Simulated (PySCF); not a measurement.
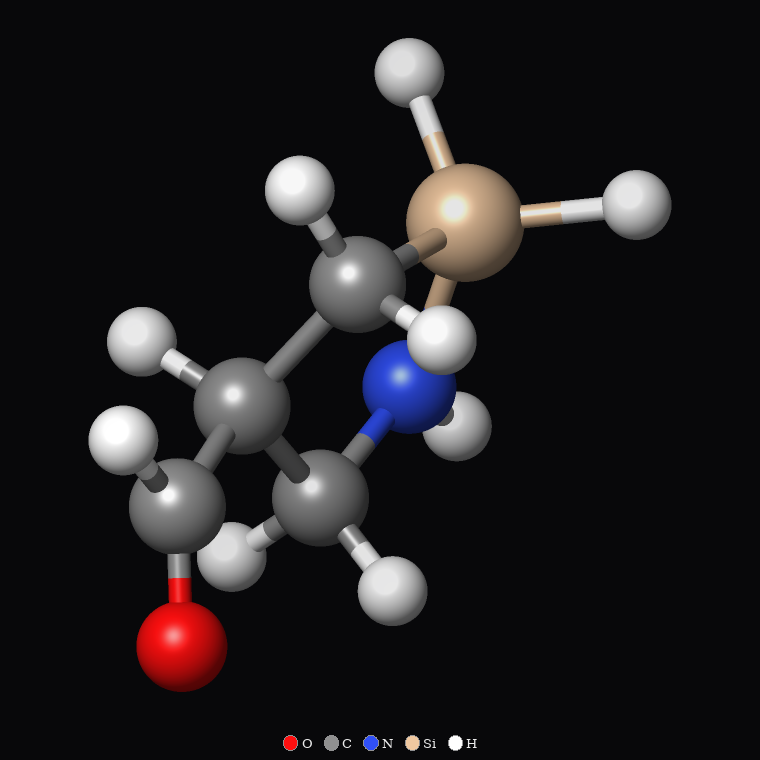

The computed structure is the end point of a PBE0-D3(BJ)/def2-SVP optimisation. No frequency run is at hand to confirm it as a minimum.

Draw it as a skeletal formula.

SMILES: O=C[C@@H]1CN[SiH2]C1

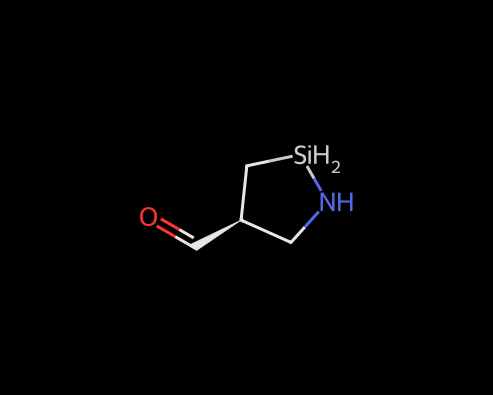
